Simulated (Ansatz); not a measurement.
The figure comes from a scan of InAs (zinc blende): one In atom of a 4-atom cell moves by u along (1.00, 0.00, 0.00) and v along (0.00, 1.00, 0.00). Method: PBE (plane waves to 420 eV, PAW, scalar-relativistic; Ansatz, an electronic-structure program). k mesh 4×8×8 (Γ-centred), Fermi-Dirac smearing 0.05 eV. Energies are smeared free energies. With partly filled bands, energies and forces of such displacements shift with the k mesh and the smearing. At this level the bands of InAs touch or barely overlap; measurements give the solid a gap. InAs was relaxed with its symmetry unable to fall. ΔE is measured from the undisplaced structure. Axes are in Å.

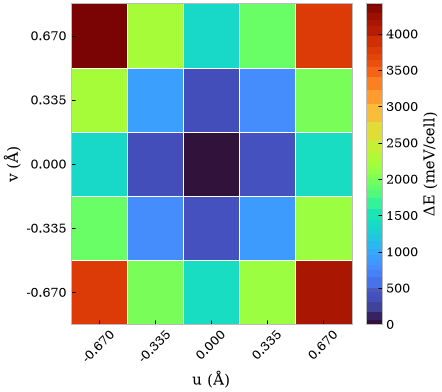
Figure: ΔE (meV/cell), one tile a computed point.

### Question
List the plotted points as numbers.

### Answer
To the nearest 500:

ΔE (meV/cell), with u across and v down:

```tsv
v \ u	-0.670	-0.335	0.000	0.335	0.670
-0.670	4000	2000	1500	2000	4000
-0.335	2000	1000	500	1000	2000
0.000	1500	500	0	500	1500
0.335	2000	1000	500	1000	2000
0.670	4500	2000	1500	2000	4000
```

(A displaced cell: forces are minus the slopes of the energy, force constants its curvatures, and phonons follow from these.)
